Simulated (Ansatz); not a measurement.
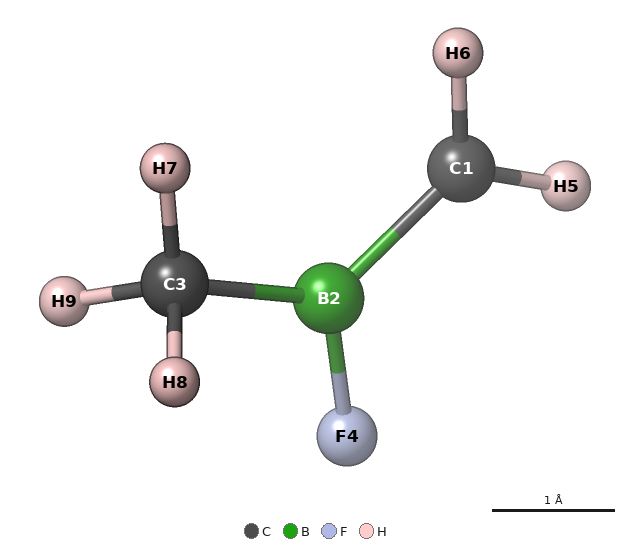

Orthographic view. Depth is shown by fading: the farther an atom, the more it takes the colour of the background. State: neutral, doublet. The computed structure is the end point of a PBE0-D4/def2-TZVP optimisation.

List the bonded neighbours of every atom.

C1: B2, H5, H6
B2: C1, C3, F4
C3: B2, H7, H8, H9
F4: B2
H5: C1
H6: C1
H7: C3
H8: C3
H9: C3
